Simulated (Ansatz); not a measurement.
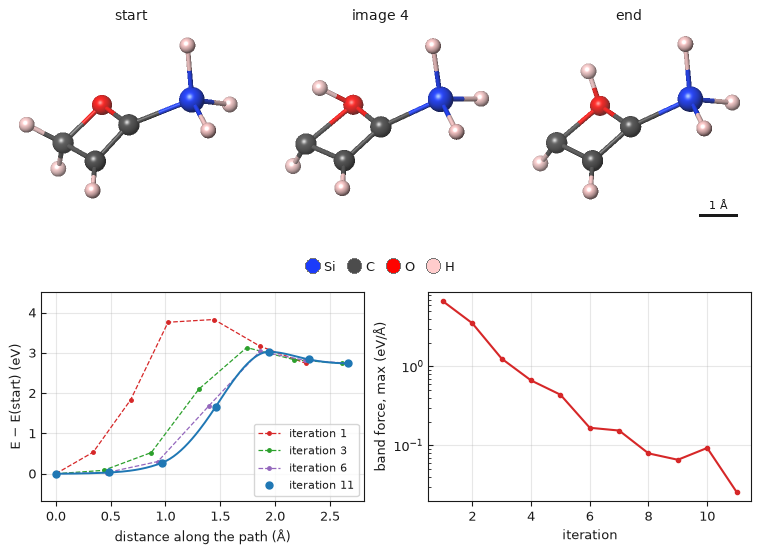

NEB run on C3H6OSi. Images are numbered from 0 (start) to 6 (end). The plot follows the band through its iterations. Style: ball-and-stick. Shown from a free direction.

Computed with RKS B3LYP-D4/def2-SVP in Ansatz 0.2.0. Set-up: 5 movable images; climbing image; force threshold 0.03 eV/Å; iteration limit 60; starting path through a guess of the saddle point.

How did the profile develop, and is the result final?

The result is final at these settings. The band converged in 11 iterations. The largest component of the band force went from 6.7 to 0.026 eV/Å. The climbing image converged on the top of the path. Its vibrational analysis gives one imaginary mode (1062i cm⁻¹), as a transition state must have. The first iteration put the highest image at 3.83 eV. The energy climbs by 3.03 eV to image 4 and then falls by 0.29 eV, so the end point sits at +2.74 eV.
